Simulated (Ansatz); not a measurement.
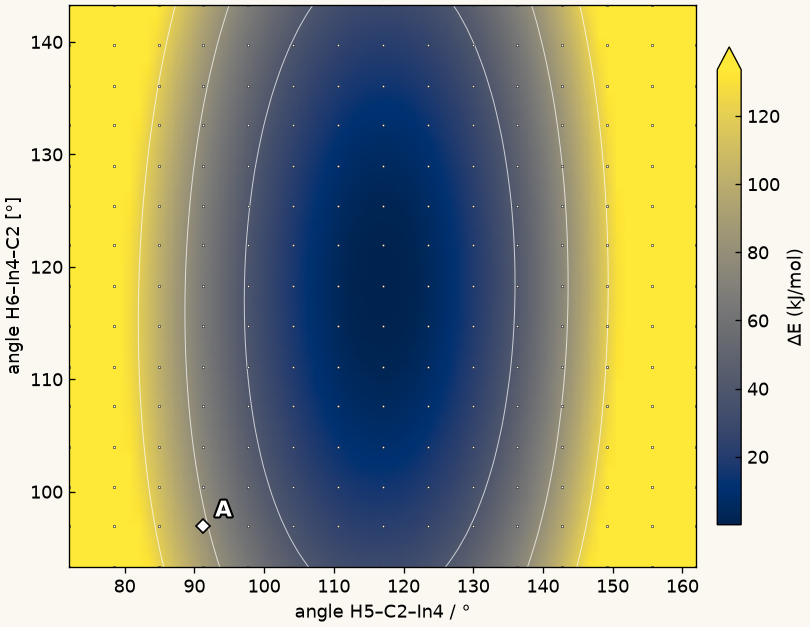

CH3F2In, SMILES F[CH](F)[InH2]. Coordinates scanned: (1) angle H5–C2–In4; (2) angle H6–In4–C2. Nothing is relaxed (all other coordinates rigid). Grid: 15 × 15 points. Points are written as (first, second). Energies: kJ/mol, counted from the relaxed molecule at the same level. All numbers below come from RHF/def2-TZVP in Ansatz.

The picture shows a smooth colour map with a few white contour lines, dots at the grid points, one colour for all values above the top of the scale, the point A. Between grid points the surface is interpolated.

Question: Which way does the force act at A, and how strong is it?

Answer: A, at (91.3°, 96.9°), is not a stationary point. The computed force is 4.7 kJ/mol for each degree towards larger values of angle H5–C2–In4 and 1.8 kJ/mol for each degree towards larger values of angle H6–In4–C2.
